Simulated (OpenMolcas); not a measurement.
## Cr⁴⁺ complex: multiconfigurational calculation

System: Cr⁴⁺ with 6 ligands (NH3; octahedron, 1.97 Å), with no charges around it.
Method: state-averaged CASSCF, active space 2 electrons in the shell 3d, basis ANO-RCC-VDZP on the metal and ANO-RCC-VDZP on the ligands, DKH2 scalar Hamiltonian, spin-orbit coupling by RASSI with atomic mean-field integrals (OpenMolcas).

## Summary

| quantity | value |
| --- | --- |
| outcome | converged |
| energy of the lowest spin-free term | −1385.35028 hartree |
| energy of the lowest spin-orbit level | −1385.35109 hartree |
| largest spread among components of a term | 0.0 cm⁻¹ |
| hardware | 1 thread of Arm Neoverse V1, 24 GiB of memory available, shared host |
| wall time | 40 s |
| peak memory | 0.18 GiB |

## Remarks

Without dynamic correlation the splittings between terms come out too large, often by 20 to 50 %. Caveats: orbital doublet at a regular site, Jahn-Teller distortion not allowed for; covalent bonds, ligand orbitals missing from the active space; distances are set from ionic radii, not optimised.

## Input
```
&GATEWAY
Coord
25

Cr 0.0 0.0 0.0
N 1.970000 0.000000 0.000000
H 2.352099 0.945728 0.000000
H 2.352099 -0.472864 0.819024
H 2.352099 -0.472864 -0.819024
N 0.000000 1.970000 0.000000
H 0.000000 2.352099 0.945728
H 0.819024 2.352099 -0.472864
H -0.819024 2.352099 -0.472864
N -1.970000 0.000000 0.000000
H -2.352099 -0.945728 0.000000
H -2.352099 0.472864 -0.819024
H -2.352099 0.472864 0.819024
N 0.000000 -1.970000 0.000000
H 0.000000 -2.352099 -0.945728
H -0.819024 -2.352099 0.472864
H 0.819024 -2.352099 0.472864
N 0.000000 0.000000 1.970000
H 0.945728 0.000000 2.352099
H -0.472864 0.819024 2.352099
H -0.472864 -0.819024 2.352099
N 0.000000 0.000000 -1.970000
H -0.945728 0.000000 -2.352099
H 0.472864 -0.819024 -2.352099
H 0.472864 0.819024 -2.352099
Basis=Cr.ANO-RCC-VDZP,H.ANO-RCC-VDZP,N.ANO-RCC-VDZP
Group=XYZ
NoMove
AngMom=0.0 0.0 0.0
AMFI
RICD
&SEWARD
&RASSCF
FileOrb=start.orb
Symmetry=1
Spin=3
nActEl=2 0 0
Inactive=18 21
Ras2=5 0
CIRoot=10 10 1
SDav=10
CIMx=300
Iter=150 100
PrWF=0.3
OrbListing=Nothing
MaxOrb=0
LevShft=1.0
>>> COPY $Project.JobIph JOB001
&RASSCF
FileOrb=start.orb
Symmetry=1
Spin=1
nActEl=2 0 0
Inactive=18 21
Ras2=5 0
CIRoot=15 15 1
SDav=15
CIMx=300
Iter=150 100
PrWF=0.3
OrbListing=Nothing
MaxOrb=0
LevShft=1.0
>>> COPY $Project.JobIph JOB002
&RASSI
NrOfJobIphs=2 10 15
1 2 3 4 5 6 7 8 9 10
1 2 3 4 5 6 7 8 9 10 11 12 13 14 15
IphNames
JOB001
JOB002
EJob
SpinOrbit
DIPRint=1.0
SOCoupling=1000.0
Subsets=2
Property=9
'ANGMOM' 1 'ANGMOM' 2 'ANGMOM' 3 'MLTPL  1' 1 'MLTPL  1' 2 'MLTPL  1' 3
'AMFI' 1 'AMFI' 2 'AMFI' 3
SOProperty=3
'ANGMOM' 1 'ANGMOM' 2 'ANGMOM' 3
```

The file start.orb holds starting orbitals from an earlier step. A driver script formed the levels outside the program, from RASSI's spin-orbit matrix and the active-space energies, averaged over the components of each term or state.

Run as:
```bash
OMP_NUM_THREADS=1 MOLCAS_MEM=2457 MOLCAS_PROJECT=a pymolcas a.inp > a.log  # once for each step of the input, in one work folder
```

## Log (extracts)
```
--- SEWARD ---
Basis set label: CR.ANO-RCC...5S4P2D1F.

      Electronic valence basis set:
      ------------------
      Associated Effective Charge  24.000000 au
      Associated Actual Charge     24.000000 au
      Nuclear Model: Point charge

      Shell  nPrim  nBasis  Cartesian Spherical Contaminant
         s      21       5        X
         p      15       4        X
         d      10       2                 X
         f       6       1                 X
                  Relativistic Douglas-Kroll-Hess integrals:
                    - DKH order of Hamiltonian: 2
                    - DKH order of Properties : 0
                  Atomic mean-field integrals
--- RASSCF ---
Wave function specifications:
      -----------------------------

      Number of closed shell electrons          78
      Number of electrons in active shells       2
      Max number of holes in RAS1 space          0
      Max nr of electrons in RAS3 space          0
      Number of inactive orbitals               39
      Number of active orbitals                  5
      Number of secondary orbitals             164
      Spin quantum number                      1.0
      State symmetry                             1
Orbital specifications:
      -----------------------

      Symmetry species                           1   2
                                                ag  au
      Frozen orbitals                            0   0
      Inactive orbitals                         18  21
      Active orbitals                            5   0
      RAS1 orbitals                              0   0
      RAS2 orbitals                              5   0
      RAS3 orbitals                              0   0
      Secondary orbitals                        79  85
      Deleted orbitals                           0   0
      Number of basis functions                102 106
      Number of CSFs                            10
      Number of root(s) required                10
      Iter CI   SX   CI       RASSCF       Energy    max ROT     max BLB   max BLB  Level Ln srch  Step   QN
          iter iter root      energy       change     param      element    value   shift minimum  type update
 Nr of preliminary CI iterations:   1
      Total energies have been shifted. Add                -1000.00 au
        1   1   10    0  -384.28589866    0.00E+00  -1.38E-01*   4  32 2 -4.64E-01*  1.17   0.00    SX    NO
        2   1   11    0  -384.95147811   -6.66E-01* -1.24E-01*  17  21 1  2.39E-01*  0.81   0.00    SX    NO
        3   1   12    0  -385.14093308   -1.89E-01*  7.82E-02   17  21 1  1.39E-01*  0.59   0.00    SX    NO
        4   1   12    0  -385.20007393   -5.91E-02*  3.75E-02   17  21 1  7.00E-02*  0.59   0.00    SX    NO
        5   1   11    0  -385.21711931   -1.70E-02*  4.05E-02   17  21 1  4.26E-02*  0.61   2.29    LS   YES
        6   1   11    0  -385.22488688   -7.77E-03* -1.12E-02   17  21 1  1.09E-02*  0.62   1.19    QN   YES
        7   1   10    0  -385.22579049   -9.04E-04* -3.84E-03   11  19 1  4.96E-03*  0.63   1.43    QN   YES
        8   1    9    0  -385.22600011   -2.10E-04* -1.59E-03   13  30 1 -2.12E-03*  0.62   1.18    QN   YES
        9   1    9    0  -385.22602757   -2.75E-05* -7.89E-04    4  32 2  1.20E-03*  0.62   1.27    QN   YES
       10   1    8    0  -385.22603332   -5.75E-06* -1.82E-04   13  31 1 -2.89E-04*  0.62   1.17    QN   YES
       11   1    7    0  -385.22603394   -6.18E-07* -3.63E-05   13  31 1 -1.11E-04*  0.62   1.23    QN   YES
       12   1    6    0  -385.22603401   -7.29E-08* -1.93E-05    4  32 2 -3.01E-05   0.62   1.24    QN   YES
       13   1    5    0  -385.22603402   -8.42E-09  -8.64E-06   13  53 1 -9.28E-06   0.62   1.24    QN   YES
      Convergence after 13 iterations
       14   1    5    0  -385.22603402   -9.40E-10  -8.64E-06   13  53 1 -2.92E-06   0.62   1.24    QN   YES
      Natural orbitals and occupation numbers for root  1
      sym 1:   0.994888   0.994888  -0.000000   0.005112   0.005112
      Natural orbitals and occupation numbers for root  2
      sym 1:   0.005112   0.994888  -0.000000   0.994888   0.005112
      Natural orbitals and occupation numbers for root  3
      sym 1:   0.999894  -0.000000   0.000106   0.999894   0.000106
::    RASSCF root number  1 Total energy:  -1385.35027666
::    RASSCF root number  2 Total energy:  -1385.35027666
::    RASSCF root number  3 Total energy:  -1385.34982244
::    RASSCF root number  4 Total energy:  -1385.21772902
::    RASSCF root number  5 Total energy:  -1385.21772902
::    RASSCF root number  6 Total energy:  -1385.21733816
::    RASSCF root number  7 Total energy:  -1385.16422248
::    RASSCF root number  8 Total energy:  -1385.16422248
::    RASSCF root number  9 Total energy:  -1385.16361677
::    RASSCF root number 10 Total energy:  -1385.06510647
--- RASSCF ---
Wave function specifications:
      -----------------------------

      Number of closed shell electrons          78
      Number of electrons in active shells       2
      Max number of holes in RAS1 space          0
      Max nr of electrons in RAS3 space          0
      Number of inactive orbitals               39
      Number of active orbitals                  5
      Number of secondary orbitals             164
      Spin quantum number                      0.0
      State symmetry                             1
Orbital specifications:
      -----------------------

      Symmetry species                           1   2
                                                ag  au
      Frozen orbitals                            0   0
      Inactive orbitals                         18  21
      Active orbitals                            5   0
      RAS1 orbitals                              0   0
      RAS2 orbitals                              5   0
      RAS3 orbitals                              0   0
      Secondary orbitals                        79  85
      Deleted orbitals                           0   0
      Number of basis functions                102 106
      Number of CSFs                            15
      Number of root(s) required                15
      Iter CI   SX   CI       RASSCF       Energy    max ROT     max BLB   max BLB  Level Ln srch  Step   QN
          iter iter root      energy       change     param      element    value   shift minimum  type update
 Nr of preliminary CI iterations:   1
      Total energies have been shifted. Add                -1000.00 au
        1   1   11    0  -385.16121361    0.00E+00  -1.53E-02   19  25 1 -9.99E-03*  0.58   0.00    SX    NO
        2   1   10    0  -385.16210976   -8.96E-04*  4.02E-03   17  23 1 -6.41E-03*  0.57   0.00    SX    NO
        3   1   10    0  -385.16228860   -1.79E-04*  2.71E-03   17  23 1 -1.99E-03*  0.57   0.00    SX    NO
        4   1    9    0  -385.16233422   -4.56E-05*  1.11E-03   17  23 1 -2.10E-03*  0.57   0.00    SX    NO
        5   1    9    0  -385.16234774   -1.35E-05*  1.44E-03   17  23 1 -7.96E-04*  0.57   1.82    QN   YES
        6   1    8    0  -385.16235416   -6.42E-06* -1.75E-04   17  23 1 -1.63E-04*  0.57   0.95    QN   YES
        7   1    7    0  -385.16235438   -2.25E-07* -6.60E-05   10  19 1  8.39E-05   0.57   1.34    QN   YES
        8   1    6    0  -385.16235444   -5.70E-08*  3.23E-05   12  20 1  3.46E-05   0.57   1.33    QN   YES
        9   1    6    0  -385.16235445   -8.28E-09  -9.10E-06   13  30 1 -9.25E-06   0.57   1.19    QN   YES
      Convergence after  9 iterations
       10   1    6    0  -385.16235445   -8.46E-10  -9.10E-06   13  30 1 -6.60E-06   0.57   1.19    QN   YES
      Natural orbitals and occupation numbers for root  1
      sym 1:   1.335120   0.332342   0.000098   0.332342   0.000098
      Natural orbitals and occupation numbers for root  2
      sym 1:   1.297659   0.490599   0.000152   0.210538   0.001052
      Natural orbitals and occupation numbers for root  3
      sym 1:   1.110260   0.029589   0.002571   0.857540   0.000040
::    RASSCF root number  1 Total energy:  -1385.28194158
::    RASSCF root number  2 Total energy:  -1385.28134013
::    RASSCF root number  3 Total energy:  -1385.28134013
::    RASSCF root number  4 Total energy:  -1385.28036739
::    RASSCF root number  5 Total energy:  -1385.28036739
::    RASSCF root number  6 Total energy:  -1385.19540309
::    RASSCF root number  7 Total energy:  -1385.15570078
::    RASSCF root number  8 Total energy:  -1385.15570078
::    RASSCF root number  9 Total energy:  -1385.15537435
::    RASSCF root number 10 Total energy:  -1385.13969627
::    RASSCF root number 11 Total energy:  -1385.13969627
::    RASSCF root number 12 Total energy:  -1385.13932694
::    RASSCF root number 13 Total energy:  -1385.00632554
::    RASSCF root number 14 Total energy:  -1385.00632554
::    RASSCF root number 15 Total energy:  -1384.93641058
--- RASSI ---
SPIN-FREE ENERGIES:
  (Shifted by EMIN (a.u.) =      -1385.3502766606)

 SF State       Relative EMIN(au)   Rel lowest level(eV)    D:o, cm**(-1)

     1             0.0000000000        0.0000000000              0.0000
     2             0.0000000000        0.0000000000              0.0000
     3             0.0004542169        0.0123598720             99.6891
    11             0.0683350801        1.8594922577          14997.8165
    12             0.0689365303        1.8758585514          15129.8196
    13             0.0689365303        1.8758585514          15129.8196
    14             0.0699092730        1.9023282285          15343.3119
    15             0.0699092730        1.9023282285          15343.3119
     4             0.1325476381        3.6068049772          29090.8440
     5             0.1325476381        3.6068049772          29090.8440
     6             0.1329385052        3.6174410122          29176.6294
    16             0.1548735714        4.2143245718          33990.8200
     7             0.1860541757        5.0627920373          40834.1716
     8             0.1860541757        5.0627920373          40834.1716
     9             0.1866598899        5.0792743606          40967.1105
    17             0.1945758776        5.2946793589          42704.4690
    18             0.1945758776        5.2946793589          42704.4690
    19             0.1949023123        5.3035620993          42776.1131
    20             0.2105803946        5.7301844537          46217.0545
    21             0.2105803946        5.7301844537          46217.0545
    22             0.2109497173        5.7402342369          46298.1114
    10             0.2851701867        7.7598760962          62587.6216
    23             0.3439511173        9.3593867039          75488.5447
    24             0.3439511173        9.3593867039          75488.5447
    25             0.4138660841       11.2618698691          90833.1062
     Dipole printing threshold changed to   1.00000000E+00
Eigenvalues of complex Hamiltonian:
   -----------------------------------
  (Shifted by EMIN (a.u.) =      -1385.3502766606)

 SO State       Relative EMIN(au)   Rel lowest level(eV)    D:o, cm**(-1)

     1            -0.0008127630        0.0000000000              0.0000
     2            -0.0008127630        0.0000000000              0.0000
     3            -0.0006286920        0.0050088266             40.3989
     4            -0.0006286920        0.0050088266             40.3989
     5            -0.0005339802        0.0075860649             61.1857
     6             0.0007623121        0.0428599757            345.6890
     7             0.0010275177        0.0500765883            403.8949
     8             0.0010275177        0.0500765883            403.8949
     9             0.0017150949        0.0687865154            554.8007
    10             0.0683033494        1.8807452288          15169.2333
    11             0.0689084874        1.8972118724          15302.0457
    12             0.0689084874        1.8972118725          15302.0457
    13             0.0699009061        1.9242169613          15519.8564
    14             0.0699009061        1.9242169612          15519.8564
    15             0.1320200454        3.6145648553          29153.4317
    16             0.1322596329        3.6210843636          29206.0150
    17             0.1323896719        3.6246229026          29234.5553
    18             0.1323896719        3.6246229026          29234.5553
    19             0.1328582212        3.6373727810          29337.3900
    20             0.1328582212        3.6373727810          29337.3900
    21             0.1331230721        3.6445797412          29395.5180
    22             0.1331230721        3.6445797412          29395.5180
    23             0.1331570925        3.6455054819          29402.9846
    24             0.1548230356        4.2350658281          34158.1095
    25             0.1853139729        5.0647665015          40850.0968
    26             0.1855857558        5.0721620904          40909.7462
    27             0.1858010488        5.0780205097          40956.9975
    28             0.1858010488        5.0780205097          40956.9975
    29             0.1864751622        5.0963640708          41104.9483
    30             0.1864751622        5.0963640710          41104.9483
    31             0.1869017008        5.1079707773          41198.5627
    32             0.1869043461        5.1080427600          41199.1433
    33             0.1869043461        5.1080427601          41199.1433
    34             0.1946588368        5.3190532009          42901.0573
    35             0.1946588368        5.3190532009          42901.0573
    36             0.1949839791        5.3279007726          42972.4178
    37             0.2105956616        5.7527162962          46398.7860
    38             0.2105956616        5.7527162962          46398.7860
    39             0.2109648304        5.7627618919          46479.8092
    40             0.2852045872        7.7829285885          62773.5525
    41             0.2852045872        7.7829285885          62773.5525
Weights of the five most important spin-orbit-free states for each spin-orbit state.

 SO State  Total energy (au)           Spin-free states, spin, and weights
 -------------------------------------------------------------------------------------------------------
    1        -0.000813       2 1.0  0.4995    1 1.0  0.4995    3 1.0  0.0007   15 0.0  0.0001   14 0.0  0.0001
    2        -0.000813       1 1.0  0.4995    2 1.0  0.4995    3 1.0  0.0007   14 0.0  0.0001   15 0.0  0.0001
    3        -0.000629       2 1.0  0.6241    3 1.0  0.3621    1 1.0  0.0133   13 0.0  0.0001    6 1.0  0.0001
    4        -0.000629       1 1.0  0.6241    3 1.0  0.3621    2 1.0  0.0133   12 0.0  0.0001    6 1.0  0.0001
    5        -0.000534       3 1.0  0.5722    2 1.0  0.2137    1 1.0  0.2137   11 0.0  0.0002   19 0.0  0.0000
    6         0.000762       2 1.0  0.5000    1 1.0  0.5000    6 1.0  0.0000   22 0.0  0.0000    4 1.0  0.0000
    7         0.001028       3 1.0  0.6369    1 1.0  0.3523    2 1.0  0.0107    5 1.0  0.0000    6 1.0  0.0000
    8         0.001028       3 1.0  0.6369    2 1.0  0.3523    1 1.0  0.0107    4 1.0  0.0000    6 1.0  0.0000
    9         0.001715       3 1.0  0.4275    2 1.0  0.2862    1 1.0  0.2862   16 0.0  0.0001    8 1.0  0.0000
   10         0.068303      11 0.0  0.9992    5 1.0  0.0003    4 1.0  0.0003    3 1.0  0.0001    9 1.0  0.0001
   11         0.068908      13 0.0  0.7504   12 0.0  0.2487    6 1.0  0.0002    4 1.0  0.0002   15 0.0  0.0001
   12         0.068908      12 0.0  0.7504   13 0.0  0.2487    6 1.0  0.0002    5 1.0  0.0002   14 0.0  0.0001
```

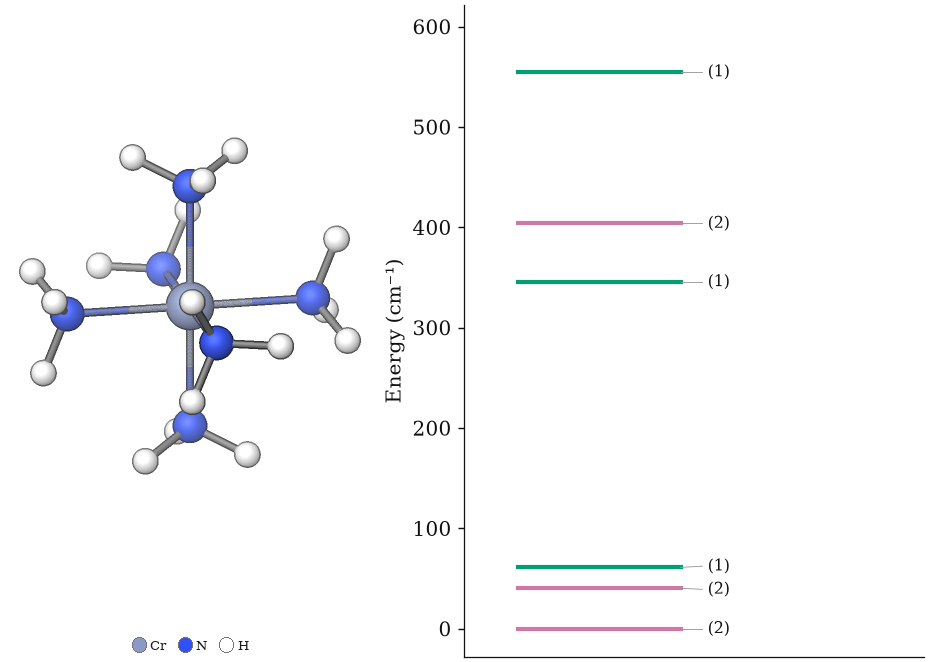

*Cr⁴⁺ (3d²) with 6 ligands, NH₃, at 1.97 Å (arrangement: octahedron, Ci), and its levels. Labels give the representation in O, Td, D4 or D3 as the site allows (double group for half-integer spin) where it could be assigned and, in brackets, the degeneracy; spin-free states, where drawn, share the zero of the spin-orbit levels.*

The ground level is doubly degenerate, 100 % from states of spin multiplicity 3. Its principal g values are 0.00, 0.00 and 1.71, easy-axis. The next level lies at 40 cm⁻¹. The active orbitals hold 72 to 96 % metal character (Löwdin), and the Mulliken charge of the metal is +1.64.
